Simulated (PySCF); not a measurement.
# C₅H₄ClFS: magnetic properties

Wanted: magnetic properties for C₅H₄ClFS (`Cc1scc(Cl)c1F`).

Programs: PySCF 2.14.0, with routines of our own; each step states its level. All values are computed. Atoms count from 0.

### Step 1. The system as given

12 atoms, charge 0, multiplicity 1; geometry from: GFN2-xTB.

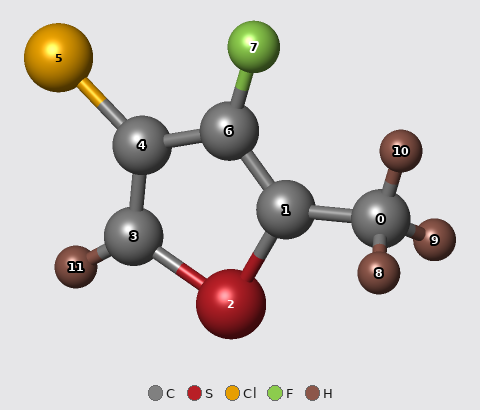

The starting geometry (carbon grey, sulfur red, chlorine amber, fluorine green, hydrogen brown).

### Step 2. Magnetic properties: GIAO B3LYP/pcSseg-1

What the job is given:

```
{"job": {"kind": "mag", "xc": "B3LYP", "basis": "pcSseg-1", "isotopologues": 2}, "charge": 0, "multiplicity": 1}
C     -2.034405    -0.149686     0.144767
C     -0.552888    -0.212383     0.050318
S      0.314618    -1.710886     0.098099
C      1.832137    -0.920258    -0.059914
C      1.689102     0.427880    -0.145928
Cl     2.988635     1.536170    -0.311298
C      0.323620     0.820178    -0.081632
F     -0.065457     2.102187    -0.146417
H     -2.494817    -0.708964    -0.668468
H     -2.377537    -0.580587     1.084252
H     -2.359091     0.886638     0.090974
H      2.737282    -1.490976    -0.080780
```

Method: GIAO B3LYP/pcSseg-1 magnetisability, rotational g tensor and spin-rotation constants, non-relativistic, gas phase.

Started as:

```sh
$ OMP_NUM_THREADS=1 python excited_run.py task.json out
```

This one command runs all jobs of the session in turn.

The log of the run:

```text
coarse grid: 12248 points
cycle   1  E = -1151.0125447228  dE =  1.400e+00  |g| = 4.998e-01  |ddm| = 3.667e+00
cycle   2  E = -1150.9751938650  dE =  3.735e-02  |g| = 6.981e-01  |ddm| = 1.079e+00
cycle   3  E = -1151.0579327872  dE = -8.274e-02  |g| = 9.508e-02  |ddm| = 6.628e-01
cycle   4  E = -1151.0593987583  dE = -1.466e-03  |g| = 4.457e-02  |ddm| = 1.291e-01
cycle   5  E = -1151.0599001134  dE = -5.014e-04  |g| = 1.316e-02  |ddm| = 6.516e-02
cycle   6  E = -1151.0599381978  dE = -3.808e-05  |g| = 3.790e-03  |ddm| = 1.786e-02
cycle   7  E = -1151.0599411655  dE = -2.968e-06  |g| = 1.240e-03  |ddm| = 4.576e-03
final grid: 112624 points
cycle   8  E = -1151.1193797241  dE = -2.363e-05  |g| = 7.463e-03  |ddm| = 2.558e-02
cycle   9  E = -1151.1193639610  dE =  1.576e-05  |g| = 1.159e-02  |ddm| = 1.669e-02
cycle  10  E = -1151.1193916029  dE = -2.764e-05  |g| = 1.050e-03  |ddm| = 1.135e-02
cycle  11  E = -1151.1193918165  dE = -2.137e-07  |g| = 2.195e-04  |ddm| = 1.043e-03
cycle  12  E = -1151.1193918227  dE = -6.203e-09  |g| = 1.421e-04  |ddm| = 3.147e-04
cycle  13  E = -1151.1193918281  dE = -5.331e-09  |g| = 2.442e-05  |ddm| = 1.589e-04
cycle  14  E = -1151.1193918282  dE = -1.314e-10  |g| = 9.422e-06  |ddm| = 3.199e-05
converged SCF energy = -1151.1193918282

Magnetisability tensor (1e-30 J/T^2)
    -1308.35      -37.28      -31.50
      -37.28    -1239.03      -38.33
      -31.50      -38.33    -1810.66
isotropic -1452.68   principal values   -1815.49  -1320.65  -1221.89
isotropic susceptibility -87.482 1e-6 cm^3/mol

Inertial axes            a          b          c
rot. const./GHz      2.4081     1.1460     0.7802
chi total           -79.320    -73.796   -109.332
chi diamagnetic    -574.437  -1086.559  -1538.670
chi paramagnetic    495.117   1012.763   1429.339
quadrupole/D A        2.912      1.247     -4.159
g nuclear            0.5300     0.5285     0.5267
g electronic        -0.5601    -0.5453    -0.5239
g total             -0.0302    -0.0168     0.0027

Spin-rotation constants (kHz, H = +C I.J)
atom  isotope        aa         bb         cc
  5   35Cl        0.219      0.429      0.178
  7    19F        3.413      1.219      0.196
  8     1H       -0.143     -0.120     -0.017
  9     1H       -0.143     -0.121     -0.017
 10     1H       -0.232      0.036     -0.087
 11     1H       -0.159      0.076     -0.092
  0    13C*       0.349      0.171      0.100
  1    13C*       0.928      0.476      0.127
  2    33S*       0.921      0.430      0.219
  3    13C*       0.934      0.455      0.120
  4    13C*       1.061      0.352      0.155
  6    13C*       0.850      0.551      0.206
* in the singly substituted isotopologue

Isotopologues: g along a, b, c
2H    at 8,9,10,11         -0.0284    -0.0158     0.0025
13C   at 0                 -0.0300    -0.0165     0.0027
```

Run time: 26 s. Hardware: 1 thread of Arm Neoverse V2, shared host; peak memory 0.75 GiB.

In short:

| quantity | value |
| --- | --- |
| magnetisability | -1453·10⁻³⁰ J/T² |
| molar susceptibility | -87.5·10⁻⁶ cm³/mol |
| rotational g (a, b, c) | -0.0302, -0.0168, 0.0027 |

### Step 3. Magnetic properties: GIAO B3LYP/def2-SVP

Settings changed since step 2:

```diff
@@ -1,2 +1,2 @@
-{"job": {"kind": "mag", "xc": "B3LYP", "basis": "pcSseg-1", "isotopologues": 2}, "charge": 0, "multiplicity": 1}
+{"job": {"kind": "mag", "xc": "B3LYP", "basis": "def2-SVP"}, "charge": 0, "multiplicity": 1}
 C     -2.034405    -0.149686     0.144767
```

Method: GIAO B3LYP/def2-SVP magnetisability, rotational g tensor and spin-rotation constants, non-relativistic, gas phase.

The log of the run:

```text
coarse grid: 12248 points
cycle   1  E = -1150.5086599360  dE =  1.335e+00  |g| = 5.022e-01  |ddm| = 4.244e+00
cycle   2  E = -1150.4683645762  dE =  4.030e-02  |g| = 7.026e-01  |ddm| = 1.302e+00
cycle   3  E = -1150.5567550369  dE = -8.839e-02  |g| = 9.035e-02  |ddm| = 7.751e-01
cycle   4  E = -1150.5581813803  dE = -1.426e-03  |g| = 4.217e-02  |ddm| = 1.428e-01
cycle   5  E = -1150.5586525493  dE = -4.712e-04  |g| = 1.221e-02  |ddm| = 7.041e-02
cycle   6  E = -1150.5586885255  dE = -3.598e-05  |g| = 3.769e-03  |ddm| = 2.014e-02
cycle   7  E = -1150.5586917903  dE = -3.265e-06  |g| = 9.517e-04  |ddm| = 4.959e-03
final grid: 112624 points
cycle   8  E = -1150.6905668903  dE = -2.418e-05  |g| = 6.657e-03  |ddm| = 3.245e-02
cycle   9  E = -1150.6905538767  dE =  1.301e-05  |g| = 1.013e-02  |ddm| = 1.753e-02
cycle  10  E = -1150.6905770550  dE = -2.318e-05  |g| = 9.175e-04  |ddm| = 1.171e-02
cycle  11  E = -1150.6905772422  dE = -1.873e-07  |g| = 1.871e-04  |ddm| = 1.208e-03
cycle  12  E = -1150.6905772482  dE = -5.934e-09  |g| = 1.163e-04  |ddm| = 3.140e-04
cycle  13  E = -1150.6905772516  dE = -3.447e-09  |g| = 1.765e-05  |ddm| = 1.469e-04
cycle  14  E = -1150.6905772517  dE = -8.049e-11  |g| = 5.459e-06  |ddm| = 3.385e-05
converged SCF energy = -1150.6905772517

Magnetisability tensor (1e-30 J/T^2)
    -1299.69      -30.19      -32.35
      -30.19    -1239.36      -38.55
      -32.35      -38.55    -1807.30
isotropic -1448.78   principal values   -1812.21  -1308.27  -1225.88
isotropic susceptibility -87.248 1e-6 cm^3/mol

Inertial axes            a          b          c
rot. const./GHz      2.4081     1.1460     0.7802
chi total           -78.565    -74.044   -109.134
chi diamagnetic    -572.526  -1084.411  -1537.173
chi paramagnetic    493.961   1010.367   1428.039
quadrupole/D A        2.812      0.745     -3.558
g nuclear            0.5300     0.5285     0.5267
g electronic        -0.5588    -0.5440    -0.5234
g total             -0.0289    -0.0155     0.0032

Spin-rotation constants (kHz, H = +C I.J)
atom  isotope        aa         bb         cc
  5   35Cl        0.204      0.369      0.148
  7    19F        3.012      1.107      0.143
  8     1H       -0.145     -0.124     -0.018
  9     1H       -0.145     -0.124     -0.018
 10     1H       -0.237      0.035     -0.088
 11     1H       -0.169      0.075     -0.093
  0    13C*       0.303      0.147      0.085
  1    13C*       0.875      0.436      0.112
  2    33S*       0.816      0.382      0.194
  3    13C*       0.843      0.422      0.103
  4    13C*       0.958      0.336      0.138
  6    13C*       0.778      0.499      0.186
* in the singly substituted isotopologue
```

It took 20 s on 1 thread of Arm Neoverse V2, shared host; peak memory 0.72 GiB.

Key values:

| quantity | value |
| --- | --- |
| magnetisability | -1449·10⁻³⁰ J/T² |
| molar susceptibility | -87.2·10⁻⁶ cm³/mol |
| rotational g (a, b, c) | -0.0289, -0.0155, 0.0032 |

### Step 4. Magnetic properties side by side

| level | ξ (10⁻³⁰ J/T²) | g(a) | g(b) | gap (eV) | functions | time |
| --- | --- | --- | --- | --- | --- | --- |
| GIAO B3LYP/pcSseg-1 | -1453 | -0.0302 | -0.0168 | 5.74 | 170 | 26 s |
| GIAO B3LYP/def2-SVP | -1449 | -0.0289 | -0.0155 | 5.80 | 140 | 20 s |

### Step 5. Summary of results

| quantity | value |
| --- | --- |
| magnetisability (step 2, GIAO B3LYP/pcSseg-1) | -1453·10⁻³⁰ J/T² |
| molar susceptibility (step 2, GIAO B3LYP/pcSseg-1) | -87.5·10⁻⁶ cm³/mol |
| rotational g (a, b, c) (step 2, GIAO B3LYP/pcSseg-1) | -0.0302, -0.0168, 0.0027 |
| magnetisability over the levels | -1453 to -1449·10⁻³⁰ J/T² |

What this shows: The magnetisability spreads by 0.3 % over 2 levels, from GIAO B3LYP/pcSseg-1 (26 s) to GIAO B3LYP/def2-SVP (20 s); the runs took 20 s to 26 s. Two levels can agree by chance, so this spread shows no convergence. Vibrational averaging and real surroundings are missing from these values.
